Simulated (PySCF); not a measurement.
The calculation's input:

```
{"job": {"kind": "nmr", "xc": "PBE0", "basis": "pcSseg-1"}, "charge": 0, "multiplicity": 1}
C      3.462719    -0.013957    -0.361493
C      2.567055     0.364430     0.792413
O      2.949926     0.902983     1.802128
C      1.187949     0.017746     0.565183
C      0.028030    -0.286999     0.402516
Si    -1.766796    -0.641744     0.073787
C     -2.761465    -0.269791     1.649091
P     -2.529062     0.662978    -1.601073
H      3.136222     0.508121    -1.259657
H      3.385813    -1.083767    -0.547972
H      4.492162     0.251183    -0.134336
H     -1.851735    -2.047182    -0.348205
H     -3.820401    -0.455177     1.490254
H     -2.648065     0.768309     1.951254
H     -2.431424    -0.892915     2.474341
H     -1.462638     0.402350    -2.444350
H     -1.945289     1.825461    -1.127233
```

Run with:

```sh
OMP_NUM_THREADS=1 python probes_run.py task.json out
```

Geometry: GFN2-xTB.

All numbers below come from PBE0/pcSseg-1, SCF density, gas phase, non-relativistic (PySCF 2.14.0).

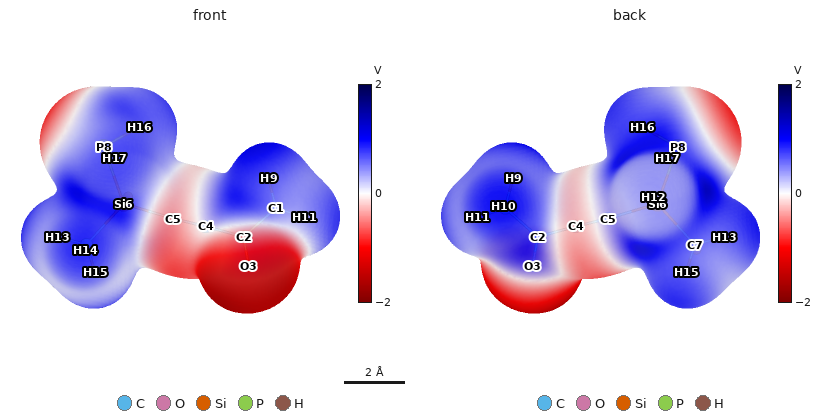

C₅H₉OPSi. The molecular electrostatic potential painted on the density surface at 0.002 e/bohr³, seen from the front and from behind; the colour scale runs from red (negative) to blue (positive).

Q: Where is the surface potential most negative and most positive?

A: The most negative region (about −1.7 V) lies over O3, the most positive (about +1.2 V) over Si6. O3 is the likeliest acceptor of a hydrogen bond.

Q: How polar is the molecule by this calculation?

A: Its dipole moment is 2.26 D.
